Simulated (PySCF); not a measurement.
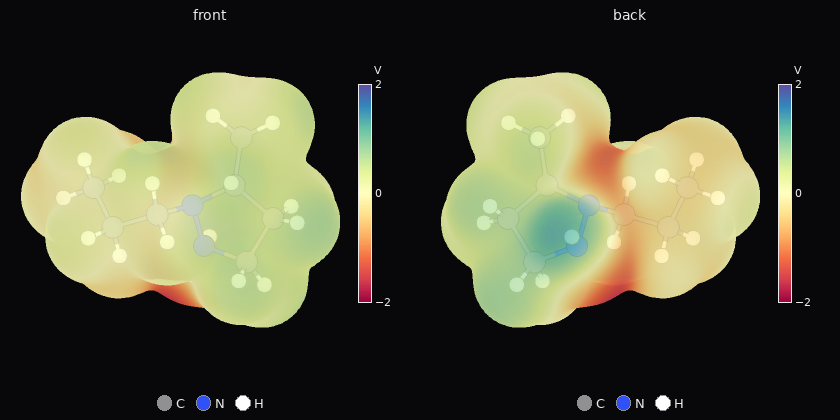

Figure. C7H16N2. The molecular electrostatic potential painted on the density surface at 0.002 e/bohr³, seen from the front and from behind; the colour scale runs from red (negative) to blue (positive).

Geometry: GFN2-xTB.

Theory: PBE0/pcSseg-1, SCF density, gas phase, non-relativistic (PySCF 2.14.0).

Input

```
{"job": {"kind": "nmr", "xc": "PBE0", "basis": "pcSseg-1"}, "charge": 0, "multiplicity": 1}
C      2.886386     0.283750     0.912502
C      2.293636    -0.812058     0.036883
C      1.066350    -0.320148    -0.725636
N     -0.006074    -0.005837     0.203030
N     -0.476916    -1.192510     0.843571
C     -1.719182    -1.557723     0.175613
C     -2.376356    -0.212454    -0.154565
C     -1.153221     0.687834    -0.414507
C     -1.296916     2.082016     0.186986
H      3.715318    -0.102429     1.501060
H      2.124921     0.667009     1.585525
H      3.251547     1.106527     0.301147
H      3.039129    -1.159883    -0.680748
H      1.991788    -1.656573     0.656979
H      1.313105     0.599601    -1.262035
H      0.760315    -1.082077    -1.461485
H     -0.674539    -0.945041     1.813391
H     -2.327407    -2.202878     0.807566
H     -1.467279    -2.097602    -0.742886
H     -2.939089     0.152931     0.706518
H     -3.042472    -0.263529    -1.012862
H     -0.989290     0.782032    -1.496091
H     -0.402345     2.665504    -0.014676
H     -1.425588     2.015958     1.264629
H     -2.156754     2.591727    -0.242080
```

Command:

```sh
OMP_NUM_THREADS=1 python probes_run.py task.json out
```

Question: Describe the electrostatic potential map.

Answer: The most negative region (about −1.5 V) lies over N5, the most positive (about +1.3 V) over H17. N5 is the likeliest acceptor of a hydrogen bond.

Question: How polar is the molecule by this calculation?

Answer: Its dipole moment is 1.71 D.
